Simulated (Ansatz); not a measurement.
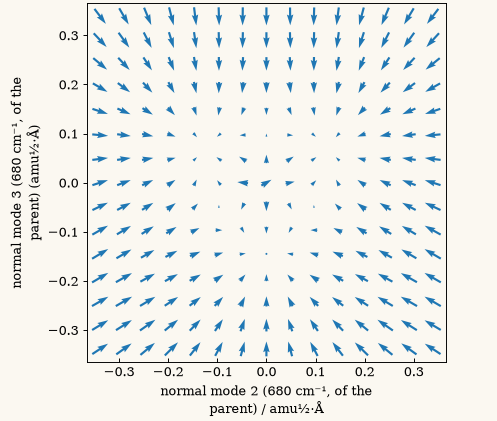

BrH3Si, charge +1, spin multiplicity 2. The first coordinate is: normal mode 2 (680 cm⁻¹, of the parent); the second: normal mode 3 (680 cm⁻¹, of the parent). Nothing is relaxed (straight displacements along the two mass-weighted modes). Grid: 15 × 15 points; 120 points were computed and 105 follow by symmetry. Points are written as (first, second). Near the degeneracy a single determinant is a rough description. Theory: UHF/def2-TZVP (Ansatz 0.2.0).

In the figure: arrows along the force (downhill), their lengths compressed.

**The arrows alone are given. Where are the wells?**

The arrows converge at (0.000 amu½·Å, −0.145 amu½·Å); about (−0.13 amu½·Å, 0.07 amu½·Å); about (0.13 amu½·Å, 0.07 amu½·Å) (read from the interpolated surface).

The energy map of the same scan:

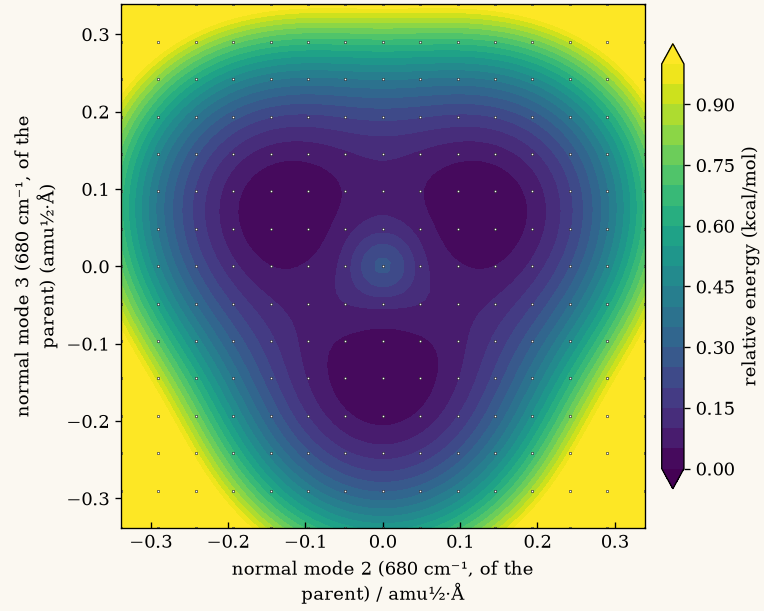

Energies are in kcal/mol, from the lowest grid point; between grid points the surface is interpolated.
